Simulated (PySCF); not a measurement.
System: C$_{5}$H$_{9}$BOSi (SMILES B/C(C#C)=C/CO[SiH3]).

```csv
atom,x (Å),y (Å),z (Å)
B,-2.6960,0.6756,0.8821
C,-1.5146,-0.0183,0.1648
C,-1.6589,-1.3672,-0.2562
C,-1.8140,-2.5094,-0.5939
C,-0.3436,0.6149,-0.0635
C,0.8393,0.0131,-0.7452
O,2.0387,0.6478,-0.4209
Si,2.8194,0.7014,0.9994
H,-2.5830,1.7890,1.2189
H,-3.6868,0.0909,1.0866
H,-1.9529,-3.5070,-0.8878
H,-0.2123,1.6408,0.2495
H,0.7139,0.1131,-1.8342
H,0.8974,-1.0603,-0.5193
H,2.0230,1.3532,2.0446
H,3.1513,-0.6481,1.4671
H,3.9721,1.4825,0.5849
```

Geometry: GFN2-xTB.

The calculation used PBE0/pcSseg-1, SCF density, gas phase, non-relativistic (PySCF).

What can the converged electron density and electron localisation function tell about the bonding?

Answer. C–C (1.20 Å): the density is about 2.7 e/Å³ at the midpoint; the ELF peaks at about 0.85 between the atoms; a short, multiple covalent bond.
C–B (1.55 Å): ρ at the midpoint is about 1.5 e/Å³; the ELF peaks at about 1 between the atoms (a shared electron pair).
C–H (1.05 Å): ρ at the midpoint is about 2.2 e/Å³; the ELF climbs to about 1 towards the hydrogen, as it does in any bond to H: a covalent bond by its length.
C–C (1.35 Å): ρ at the midpoint is about 2.2 e/Å³; the ELF peaks at about 0.95 between the atoms (a covalent bond).

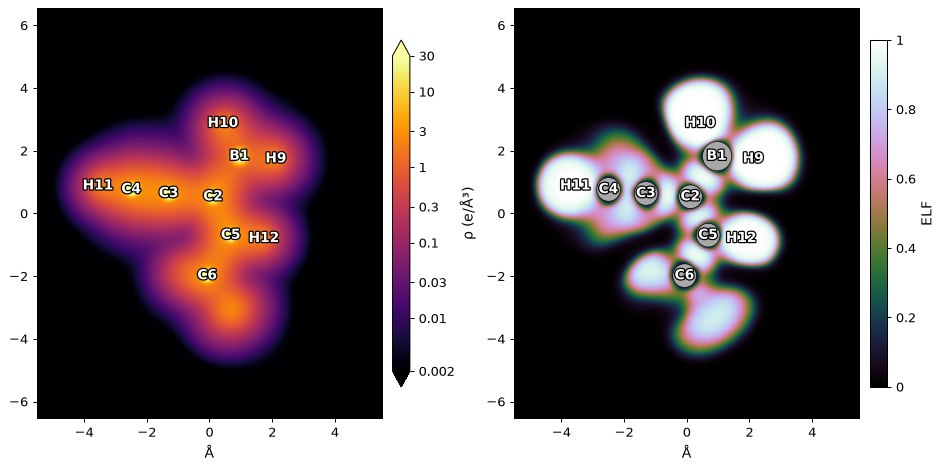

Computed electron density and electron localisation function on the plane of atoms H9, B1 and H10, in this order. Grey discs cover the atomic cores in the ELF map. 
